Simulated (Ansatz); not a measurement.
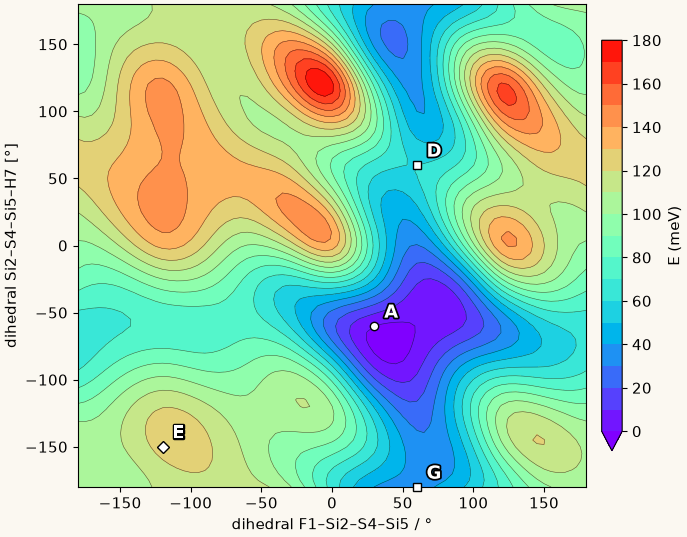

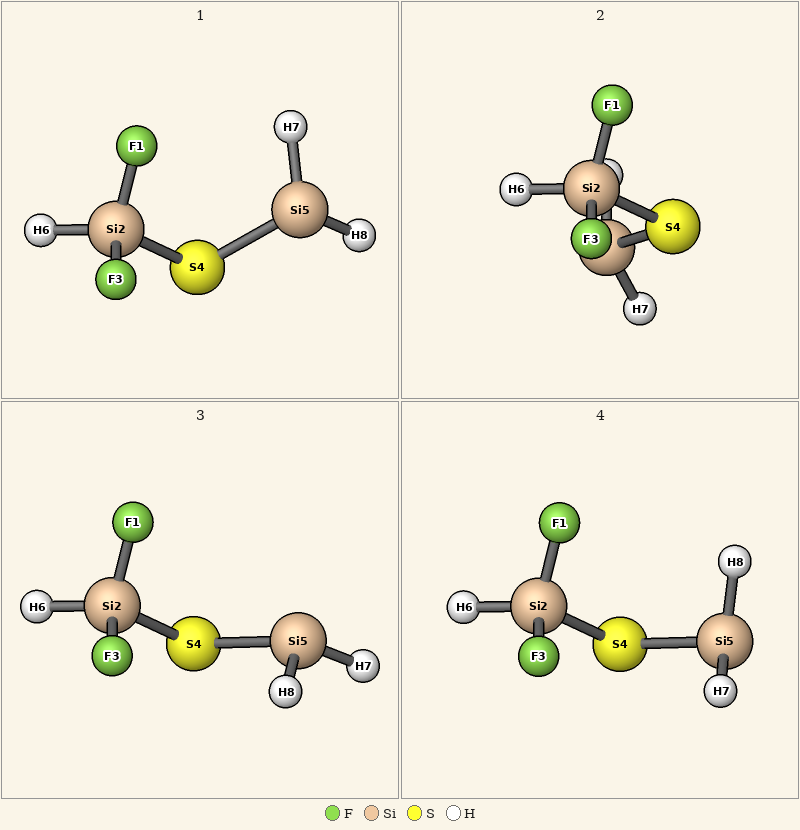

F2H3SSi2, SMILES F[SiH](F)S[SiH2], spin multiplicity 2. Coordinates scanned: (1) dihedral F1–Si2–S4–Si5; (2) dihedral Si2–S4–Si5–H7. Nothing is relaxed (all other coordinates rigid). The grid has 12 × 12 points. Points are written as (first, second). Energies are in meV, from the lowest grid point. Method: Ansatz, UHF/def2-SVP.

The picture shows filled contours, lettered points. Between grid points the surface is interpolated. The numbered pictures are the structures at these points, in random order.

Which structure belongs to which point?

A is structure 1: (30°, −60°), 0 meV; D is structure 4: (60°, 60°), 60 meV; E is structure 2: (−120°, −150°), 124 meV; G is structure 3: (60°, −180°), 37 meV.
